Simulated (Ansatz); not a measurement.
# CH9GaSi2: one species, many methods, part 2 of 2

Ansatz 0.2.0, Gaussian basis; functionals in def2-TZVPP, the program's frozen cores in correlated methods.

### 18 B2PLYP (double hybrid)

Input file in.yaml:

```yaml
crystal:
  periodic: [false, false, false]
  atoms:
    - {symbol: Si, position_ang: [-1.549678, 0.122475, 0.301753]}
    - {symbol: C, position_ang: [-0.277525, 1.323183, -0.324680]}
    - {symbol: Si, position_ang: [1.400935, 0.570443, 0.150988]}
    - {symbol: Ga, position_ang: [0.955834, -1.776609, -0.243610]}
    - {symbol: H, position_ang: [-2.928579, 0.290065, -0.226957]}
    - {symbol: H, position_ang: [-1.582762, 0.065724, 1.784390]}
    - {symbol: H, position_ang: [-1.115839, -1.265295, -0.149166]}
    - {symbol: H, position_ang: [-0.429448, 2.333703, 0.061898]}
    - {symbol: H, position_ang: [-0.342193, 1.362250, -1.417096]}
    - {symbol: H, position_ang: [2.495268, 1.166306, -0.668125]}
    - {symbol: H, position_ang: [1.679326, 0.909476, 1.575711]}
    - {symbol: H, position_ang: [0.787993, -2.243218, -1.739727]}
    - {symbol: H, position_ang: [0.906648, -2.858513, 0.894610]}
basis:
  gaussian: {orbitals: def2-TZVPP}
hamiltonian: {xc: {name: B2PLYP}}
```

Command:

```console
ansatz run in.yaml --threads 4 --pin off --events-out ev --progress --plain --max-ram 10444MiB
```

What it wrote, shortened:

```text
Functional definition: B2PLYP
  name "B2PLYP"
  cite "Grimme, J. Chem. Phys. 124, 034108 (2006) doi:10.1063/1.2148954"
  cite "Becke, Phys. Rev. A 38, 3098 (1988) doi:10.1103/PhysRevA.38.3098"
  cite "Lee, Yang & Parr, Phys. Rev. B 37, 785 (1988) doi:10.1103/PhysRevB.37.785"
[...]
1668 factors; integrals over basis functions are off by at most 1.3e-3 eV
[...]
mean field -69293.67054209 eV, -2546.4954234850 hartree, gradient 4.5e-6 eV, S^2 0.000000; 0 other end points of the search recorded, 0 dependent functions left out
20 core orbitals not correlated: weight in the atoms' cores, before any rotation towards them, 1.000 or more for the frozen orbitals, at most 0.000 for the correlated occupied ones
reference -69293.67075221 eV, -2546.4954312068 hartree; 17, 17 occupied and 252, 252 virtual orbitals, 1668 factors
second order -22.62710895 eV of doubles, -0.00000000 eV of singles
Total energy: -69299.78007163 eV, -2546.7199445543 hartree
```

Wall time 9 s (4 threads of Arm Neoverse V1, shared host); peak memory 0.9 GiB.

With the free atoms at this level, -69260.147 eV in sum, the atomisation energy is 39.633 eV.

### 19 PBE-QIDH (double hybrid)

Edit in.yaml of step 18 so:

```diff
@@ -18,2 +18,2 @@
   gaussian: {orbitals: def2-TZVPP}
-hamiltonian: {xc: {name: B2PLYP}}
+hamiltonian: {xc: {name: PBE-QIDH}}
```

The command is unchanged.

What it wrote, shortened:

```text
Functional definition: PBE-QIDH
  name "PBE-QIDH"
  cite "Brémond, Sancho-García, Pérez-Jiménez & Adamo, J. Chem. Phys. 141, 031101 (2014) doi:10.1063/1.4890314"
  cite "Perdew, Burke & Ernzerhof, Phys. Rev. Lett. 77, 3865 (1996) doi:10.1103/PhysRevLett.77.3865"
[...]
1668 factors; integrals over basis functions are off by at most 1.3e-3 eV
[...]
mean field -69281.72253293 eV, -2546.0563422470 hartree, gradient 5.3e-6 eV, S^2 0.000000; 0 other end points of the search recorded, 0 dependent functions left out
20 core orbitals not correlated: weight in the atoms' cores, before any rotation towards them, 1.000 or more for the frozen orbitals, at most 0.000 for the correlated occupied ones
reference -69281.72254941 eV, -2546.0563428525 hartree; 17, 17 occupied and 252, 252 virtual orbitals, 1668 factors
second order -20.93371079 eV of doubles, -0.00000000 eV of singles
Total energy: -69288.70045300 eV, -2546.3127760799 hartree
```

Wall time 9 s (4 threads of Arm Neoverse V1, shared host); peak memory 0.9 GiB.

Atomisation energy: 40.002 eV (free atoms -69248.699 eV, run apart).

### 20 Orbital energies across the functionals

Dipoles come from the runs that computed forces. Levels, from each run's orbital file:

```tsv
functional	HOMO (eV)	LUMO (eV)	gap (eV)	dipole (D)
LDA (SPW92)	-6.24	-2.49	3.74	
PBE-D4	-6.14	-2.23	3.91	1.84
revPBE-D4	-6.10	-2.12	3.98	
BLYP-D4	-6.00	-2.09	3.92	
r2SCAN-D4	-6.38	-1.99	4.39	1.89
B97M-V	-6.49	-2.12	4.37	
PBE0-D4	-7.19	-1.43	5.76	
B3LYP-D4	-7.00	-1.62	5.38	1.82
r2SCANh-D4	-6.77	-1.71	5.06	
r2SCAN0-D4	-7.35	-1.29	6.05	
HSE06-D4	-6.80	-1.80	5.00	
BHLYP-D4	-8.14	-0.56	7.58	
CAM-B3LYP-D4	-8.44	-0.44	7.99	
LC-ωPBE	-9.73	0.63	10.36	
ωB97X-V	-9.41	0.53	9.95	
ωB97M-V	-9.22	0.30	9.52	1.80
```

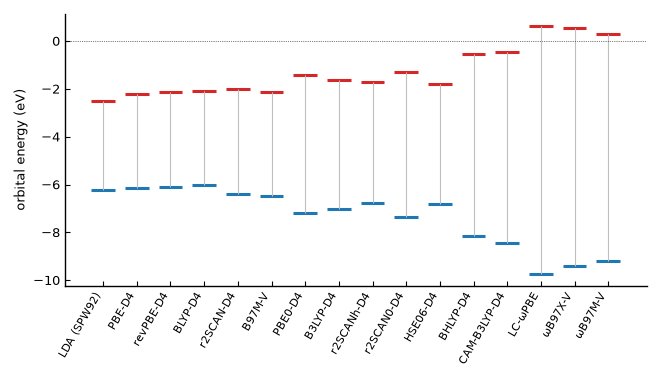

Highest occupied (blue) and lowest empty (red) level by functional.

### 21 CCSD(T) in def2-SVP

Edit in.yaml of step 19 so:

```diff
@@ -17,3 +17,3 @@
 basis:
-  gaussian: {orbitals: def2-TZVPP}
-hamiltonian: {xc: {name: PBE-QIDH}}
+  gaussian: {orbitals: def2-SVP}
+correlation: {method: ccsd_t}
```

Same command.

What it wrote, shortened:

```text
Functional definition: HF
  name "HF"
  cite "Fock, Z. Phys. 61, 126 (1930) doi:10.1007/BF01340294"
  parent pbe
[...]
1266 factors; integrals over basis functions are off by at most 1.4e-3 eV
[...]
mean field -69218.74112290 eV, -2543.7418181188 hartree, gradient 3.0e-6 eV, S^2 0.000000; 0 other end points of the search recorded, 0 dependent functions left out
20 core orbitals not correlated: weight in the atoms' cores, before any rotation towards them, 1.000 or more for the frozen orbitals, at most 0.000 for the correlated occupied ones
reference -69218.74112290 eV, -2543.7418181188 hartree; 17, 17 occupied and 90, 90 virtual orbitals, 1266 factors
second order -15.55695982 eV of doubles, -0.00000000 eV of singles
cycle   1  -16.36506749 eV  change   -8.1e-1 eV  update   1.1e-1
[...]
cycle   8  -17.10871054 eV  change   -8.5e-6 eV  update   3.0e-5
perturbative correction -0.52994358 eV, -0.0194750674 hartree
Total energy: -69236.37977702 eV, -2544.3900267018 hartree
```

Run time: 9 s. Hardware: 4 threads of Arm Neoverse V1, shared host; peak memory 0.69 GiB.

### 22 CCSD(T) in def2-TZVPP

Edit in.yaml of step 21 so:

```diff
@@ -17,3 +17,4 @@
 basis:
-  gaussian: {orbitals: def2-SVP}
+  gaussian: {orbitals: def2-TZVPP}
 correlation: {method: ccsd_t}
+output: {orbitals: {seedname: orbitals}}
```

The command is unchanged.

What it wrote, shortened:

```text
Functional definition: HF
  name "HF"
  cite "Fock, Z. Phys. 61, 126 (1930) doi:10.1007/BF01340294"
  parent pbe
[...]
1668 factors; integrals over basis functions are off by at most 1.3e-3 eV
[...]
mean field -69232.32491434 eV, -2544.2410132468 hartree, gradient 1.5e-6 eV, S^2 0.000000; 0 other end points of the search recorded, 0 dependent functions left out
20 core orbitals not correlated: weight in the atoms' cores, before any rotation towards them, 1.000 or more for the frozen orbitals, at most 0.000 for the correlated occupied ones
reference -69232.32491434 eV, -2544.2410132468 hartree; 17, 17 occupied and 252, 252 virtual orbitals, 1668 factors
second order -18.35736322 eV of doubles, -0.00000000 eV of singles
cycle   1  -19.13973360 eV  change   -7.8e-1 eV  update   1.2e-1
[...]
cycle   8  -19.93209953 eV  change   -2.8e-5 eV  update   4.0e-5
perturbative correction -0.77047787 eV, -0.0283145395 hartree
Total energy: -69253.02749174 eV, -2545.0018189334 hartree
```

Run time: 5 min. Hardware: 4 threads of Arm Neoverse V1, shared host; peak memory 8.2 GiB.

### 23 MP2 in def2-QZVPP

Edit in.yaml of step 22 so:

```diff
@@ -17,4 +17,3 @@
 basis:
-  gaussian: {orbitals: def2-TZVPP}
-correlation: {method: ccsd_t}
-output: {orbitals: {seedname: orbitals}}
+  gaussian: {orbitals: "def2-QZVPP.json"}
+correlation: {method: mp2}
```

Same command.

What it wrote, shortened:

```text
Functional definition: HF
  name "HF"
  cite "Fock, Z. Phys. 61, 126 (1930) doi:10.1007/BF01340294"
  parent pbe
[...]
3305 factors; integrals over basis functions are off by at most 1.0e-3 eV
[...]
mean field -69233.96665584 eV, -2544.3013461340 hartree, gradient 9.7e-6 eV, S^2 0.000000; 0 other end points of the search recorded, 0 dependent functions left out
20 core orbitals not correlated: weight in the atoms' cores, before any rotation towards them, 1.000 or more for the frozen orbitals, at most 0.000 for the correlated occupied ones
reference -69233.96665584 eV, -2544.3013461340 hartree; 17, 17 occupied and 519, 519 virtual orbitals, 3305 factors
second order -25.89474527 eV of doubles, -0.00000000 eV of singles
Total energy: -69259.86140111 eV, -2545.2529604707 hartree
```

It took 49 s on 4 threads of Arm Neoverse V1, shared host; peak memory 4.5 GiB.

Energy pieces by basis (eV):

```tsv
basis	HF	MP2 correlation	CCSD correlation	(T)	total
def2-SVP	-69218.7411	-15.5570	-17.1087	-0.5299	-69236.3798
def2-TZVPP	-69232.3249	-18.3574	-19.9321	-0.7705	-69253.0275
def2-QZVPP	-69233.9667	-25.8947			-69259.8614 (MP2)
```

The report of the def2-TZVPP run gives T1 = 0.0129.

### 24 Extrapolating to the complete basis

No new run: Hartree-Fock is extrapolated as exp(−7.88√X) and correlation as X^−2.97, with X = 3 and 4; only MP2 was run in the larger set, so CCSD(T) minus MP2 is added from the smaller one.

```tsv
level	energy at the limit (eV)
HF	-69234.1928
MP2	-69265.6708
CCSD	-69267.2455
CCSD(T)	-69268.0160
```

This is no true limit for total energies: MP2 correlation changes by a factor of 1.41 from triple to quadruple zeta (about 1.07 in light molecules), because outer-core shells are correlated in sets not made for them. Much of that cancels between molecule and atoms or ions.

### 25 RPA on PBE orbitals

Edit in.yaml of step 23 so:

```diff
@@ -17,3 +17,4 @@
 basis:
-  gaussian: {orbitals: "def2-QZVPP.json"}
-correlation: {method: mp2}
+  gaussian: {orbitals: def2-TZVPP}
+hamiltonian: {xc: pbe}
+correlation: {method: rpa}
```

The command is unchanged.

What it wrote, shortened:

```text
Functional definition: PBE
  name "PBE"
  cite "Perdew, Burke & Ernzerhof, Phys. Rev. Lett. 77, 3865 (1996) doi:10.1103/PhysRevLett.77.3865"
  parent pbe
[...]
1668 factors; integrals over basis functions are off by at most 1.3e-3 eV
[...]
mean field -69299.49942986 eV, -2546.7096311597 hartree, gradient 2.1e-6 eV, S^2 0.000000; 0 other end points of the search recorded, 0 dependent functions left out
20 core orbitals not correlated: weight in the atoms' cores, before any rotation towards them, 1.000 or more for the frozen orbitals, at most 0.000 for the correlated occupied ones
reference -69230.25919394 eV, -2544.1650994222 hartree; 17, 17 occupied and 252, 252 virtual orbitals, 1668 factors
Total energy: -69263.22456908 eV, -2545.3765546139 hartree
```

Wall time 7.5 s (4 threads of Arm Neoverse V1, shared host); peak memory 0.8 GiB.

RPA correlation: -32.965 eV. No RPA run of the hydrogen atom was made, so RPA has no atomisation energy below.

### 26 Atomisation energies

Atomisation energy = energies of 2 Si, 1 C, 1 Ga, 9 H (separate runs, same level) minus the molecule's; electronic only, no spin-orbit term.

Differences are taken before rounding.

```tsv
method	rung	atoms, summed (eV)	atomisation energy (eV)	from CCSD(T)/CBS (eV)	time
LDA (SPW92)	LDA	-69115.419	44.688	+4.264	1.9 s
PBE-D4	GGA	-69259.875	39.980	-0.444	3.7 s
revPBE-D4	GGA	-69271.593	39.416	-1.007	3 s
BLYP-D4	GGA	-69279.276	39.600	-0.824	3 s
r2SCAN-D4	meta-GGA	-69274.868	40.401	-0.022	7.5 s
B97M-V	meta-GGA	-69263.191	40.643	+0.220	15 s
PBE0-D4	hybrid	-69262.931	39.977	-0.446	6 s
B3LYP-D4	hybrid	-69280.846	40.163	-0.260	9 s
r2SCANh-D4	hybrid	-69274.563	40.315	-0.109	9.5 s
r2SCAN0-D4	hybrid	-69274.131	40.202	-0.221	8 s
HSE06-D4	hybrid	-69262.433	39.984	-0.440	6 s
BHLYP-D4	hybrid	-69276.778	39.856	-0.567	5.5 s
CAM-B3LYP-D4	range-separated	-69280.334	40.363	-0.060	6.5 s
LC-ωPBE	range-separated	-69265.444	39.965	-0.458	4.2 s
ωB97X-V	range-separated	-69269.519	40.629	+0.206	14 s
ωB97M-V	range-separated	-69272.105	40.315	-0.108	21 s
B2PLYP	double hybrid	-69260.147	39.633	-0.791	9 s
PBE-QIDH	double hybrid	-69248.699	40.002	-0.422	9 s
HF/def2-TZVPP	wavefunction	-69201.710	30.615	-9.808	
MP2/def2-TZVPP	wavefunction	-69211.377	39.305	-1.118	
CCSD/def2-TZVPP	wavefunction	-69213.036	39.221	-1.202	
CCSD(T)/def2-SVP	wavefunction	-69198.396	37.984	-2.440	9 s
CCSD(T)/def2-TZVPP	wavefunction	-69213.429	39.599	-0.824	5 min
MP2/CBS	wavefunction	-69225.541	40.130	-0.293	
CCSD(T)/CBS	wavefunction	-69227.593	40.423	0	5.8 min
```

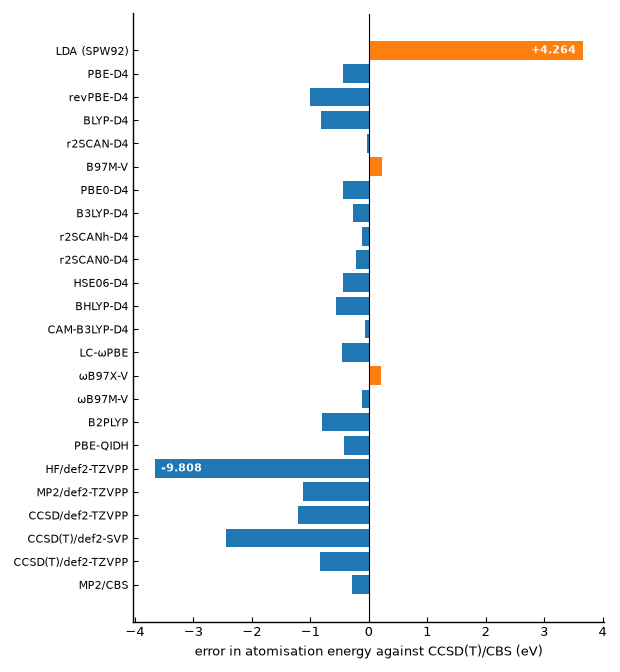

Error of each method against CCSD(T)/CBS. Bars with a number in them are cut short.

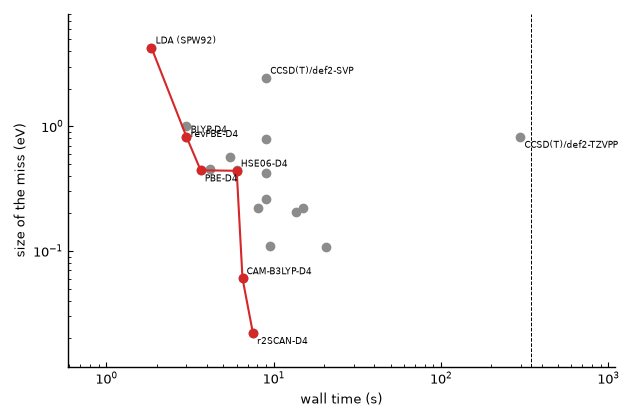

Accuracy for the time spent; red marks the levels that beat every quicker one drawn (of those quicker than the yardstick), and the dashed line is the time of CCSD(T)/CBS. Only those levels and the largest misses are named. Times are from a shared host.

LDA (SPW92), LC-ωPBE, B2PLYP, PBE-QIDH carry no dispersion term (for B3LYP, D4 adds 0.577 eV).

Times are those of the molecule's run; HF, MP2 and CCSD come out of the CCSD(T) runs, and the limit's time is the sum of the runs that it needs.

### 27 What came out

What follows sums up all 2 parts.

```
                               quantity                                                                                value
        atomisation energy, CCSD(T)/CBS                                                                            40.423 eV
    functionals within 0.404 eV (1.0 %)  r2SCAN-D4, B97M-V, B3LYP-D4, r2SCANh-D4, r2SCAN0-D4, CAM-B3LYP-D4, ωB97X-V, ωB97M-V
                    farthest beyond LDA                                                                revPBE-D4 (-1.007 eV)
                mean size of error, GGA                                                                             0.758 eV
           mean size of error, meta-GGA                                                                             0.121 eV
             mean size of error, hybrid                                                                             0.340 eV
    mean size of error, range-separated                                                                             0.208 eV
      mean size of error, double hybrid                                                                             0.606 eV
              gap, smallest and largest                                            3.74 eV (LDA (SPW92)), 10.36 eV (LC-ωPBE)
                          T1 diagnostic                                                                               0.0129
triples share of the correlation energy                                                                                3.7 %
```

What this shows: LDA overbinds by 4.264 eV (11 %). PBE-D4 misses by -0.444 eV. Double hybrids carry the basis error of their MP2 part in triple zeta, and no dispersion term here, so their miss is partly the set-up's. The rungs meta-GGA, range-separated, hybrid miss on average by less than the doubt on the reference (0.404 eV), so they tie. The reference freezes the cores and leaves out relativity and excitations past (T), and its outer-core shells are covered unevenly, so misses under about 0.404 eV can't be ranked. Hartree-Fock recovers 76 % of the binding; the rest is correlation. CCSD(T) in def2-SVP is off by -2.440 eV, which most functionals beat. Orbital gaps span 3.7 to 10.4 eV; exact exchange widens them. Correlated methods include outer-core shells of Ga, which these sets cover unevenly.

r2SCAN-D4 reaches 0.022 eV from the reference in 7.5 s, where CCSD(T)/CBS took 5.8 min; the quickest level in the cost chart, LDA (SPW92), takes 1.9 s and misses by 4.264 eV.
